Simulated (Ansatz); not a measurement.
System MoS (space group P6_3mc, No. 186); source of the atomic positions: the end point of a relaxation with DFT PBEsol, scalar-relativistic, plane waves, PAW in Ansatz; the starting structure was generated, so it need not be a known form of this composition.

```xyz
4
Lattice="3.9191 0.0000 0.0000 -1.9596 3.3941 0.0000 0.0000 0.0000 5.3579" Properties=species:S:1:pos:R:3 pbc="T T T"
Mo    1.9596    1.1314    0.1445
Mo    0.0000    2.2627    2.8235
S     1.9596    1.1314    3.2053
S     0.0000    2.2627    0.5263
```

Describe the stacking along c, with columns A (0, 0), B (1/3, 2/3), C (2/3, 1/3) of the hexagonal mesh.

Mo(C) – S(B) – Mo(B) – S(C) (four layers in 5.36 Å).

S layers alone: BC, the hexagonal close-packed type.

Mo: two tetrahedral sites in each hexagonal cell.

Polytype symbol 2H, the symbol of a tetrahedral polytype (number of double layers in the repeat and lattice).

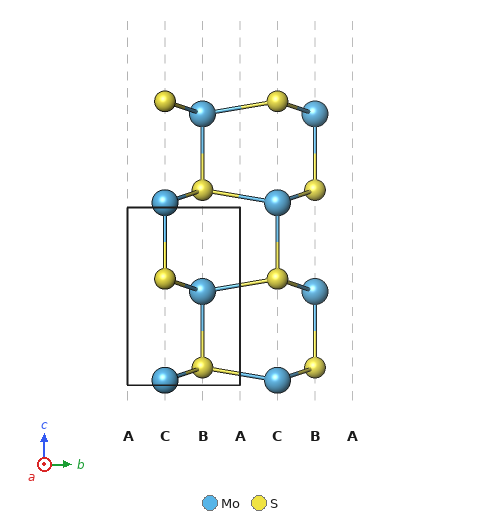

The picture looks along a close-packed row of the hexagonal mesh; c points upwards. The dashed lines mark the three columns A (0, 0), B (1/3, 2/3) and C (2/3, 1/3). The sequence starts with the first layer at or above the cell's origin.
